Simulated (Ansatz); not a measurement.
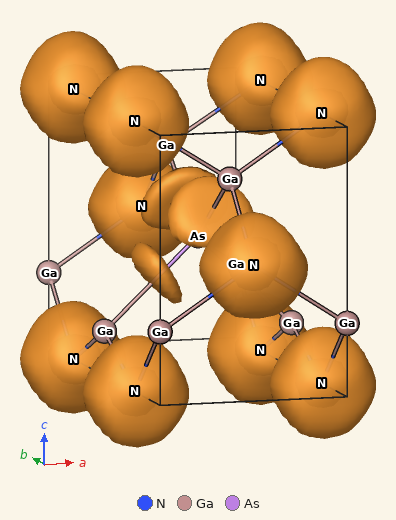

*Ga$_{4}$AsN$_{3}$. Isosurface of the ELF at 0.7 (orange), seen slightly off an axis. Core shells and regions of very low density are left out. Sticks mark near contacts.*

Space group Pmm2; started from the ordered alloy on zincblende lattice prototype, which need not be the ambient phase.

Method: Ansatz 0.2.0, DFT, r2SCAN, plane waves, PAW.

Core electrons are frozen (PAW), and the valence fields are smoothed inside the atomic spheres.

The calculation's input:

```
crystal:
  lattice:
    - [3.3720902205, 0.0, 0.0]
    - [0.0, 6.8528605964, 0.0]
    - [0.0, 0.0, 4.7291015999]
  atoms:
    - { symbol: "N", position: [0.0, 0.2260492452, 0.0022434329] }
    - { symbol: Ga, position: [0.5, 0.2143359261, 0.7757528002] }
    - { symbol: "N", position: [0.5, 0.0, 0.5041734566] }
    - { symbol: Ga, position: [0.0, 0.0, 0.2723242265] }
    - { symbol: "N", position: [0.0, 0.7739507548, 0.0022434329] }
    - { symbol: Ga, position: [0.5, 0.7856640739, 0.7757528002] }
    - { symbol: As, position: [0.5, 0.5, 0.5024405076] }
    - { symbol: Ga, position: [0.0, 0.5, 0.1650693433] }
kpoints:
  mp_grid: { grid: [8, 4, 6] }
  band_path:
    path:
      - [0.0, 0.0, 0.0]
      - [0.5, 0.0, 0.0]
      - [0.5, 0.5, 0.0]
      - [0.0, 0.5, 0.0]
      - [0.0, 0.0, 0.5]
      - [0.5, 0.0, 0.5]
      - [0.5, 0.5, 0.5]
      - [0.0, 0.5, 0.5]
      - [0.1, 0.0, 0.0]
      - [0.0, 0.3, 0.0]
    npoints: 1
hamiltonian:
  xc: r2scan
scf:
  occupations: { method: fermi_dirac, width: 0.02 }
  n_extra_bands: 6
output:
  forces: true
  stress: true
  eigenvalues: true
  write_density: true
  write_potential: true
  elf: true
  volumetric_format: npy
```

Launched as:

```sh
ansatz run input.yaml --threads 4 --pin off --max-ram 6451MiB --backend cpu --events-out ev --progress --plain --runs-dir out
```

Below, planes, directions and counts refer to the conventional cell (a = 3.37 Å, b = 6.85 Å, c = 4.73 Å, α = 90.00°, β = 90.00°, γ = 90.00°).

Q: Identify the bonds, lone pairs and shells in this picture.

A: At this value the surface marks out four regions between bonded As–Ga atoms (shared pairs) and three regions wrapped around N (the valence shell of each), counted in one cell of 8 atoms. Regions shared between cells count once.

Values along the shortest contacts:
Ga–N (1.95 Å): the ELF peaks at about 0.85 in the valence shell of N, 0.7 Å from its nucleus, and is about 0.50 at the midpoint. Ga–As (2.32 Å): the ELF peaks at about 0.80 between the atoms; a covalent bond.
